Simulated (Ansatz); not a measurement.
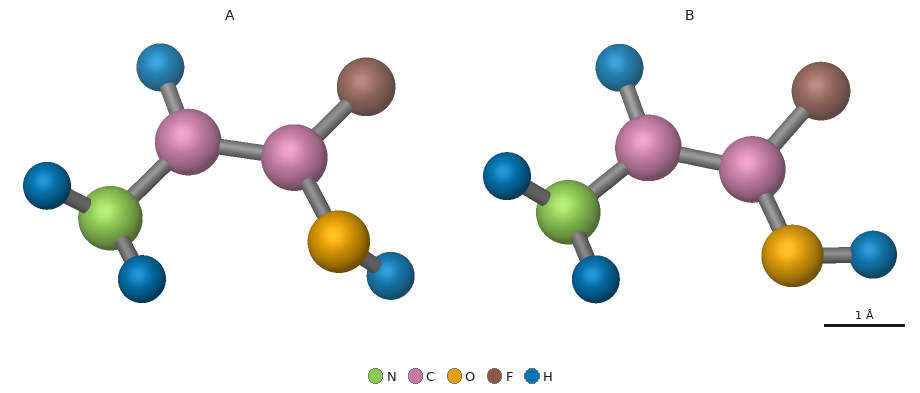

Two geometries of C$_{2}$H$_{4}$FNO (coarse preliminary run), drawn at one scale. One is the start of a relaxation, the other its converged end. Style: ball-and-stick. Shown at a tilt.

Level of theory: RKS PBE-D4/def2-SVP (Ansatz 0.2.0). Settings: force threshold 0.03 eV/Å; at most 200 steps.

**Which of the two is the end point?**

Structure A is the relaxed one. The start comes from a force field. Over 10 accepted moves (11 points after the start) the energy falls by 12.7 kcal/mol. Largest force component: 4.4 eV/Å at the start, 0.012 eV/Å at the end. The line search rejected the trial step at point 7 of the run. An H atom moves most after the best rigid fit: 0.45 Å. By element the largest moves are H 0.45 Å, O 0.32 Å, C 0.17 Å, F 0.08 Å, N 0.08 Å. Among the contacts that change: C–N 1.327 → 1.406 Å, C–O 1.283 → 1.358 Å, H–N 1.084 → 1.026 Å, H–O 1.014 → 0.979 Å. Bond angles that change, for instance: N–C–H 111.9° → 117.2°, C–C–F 117.2° → 121.8°, O–C–F 118.0° → 114.1°. Groups turn about C–O by about 50°. The run took of the order of 40 core-seconds on a shared host.
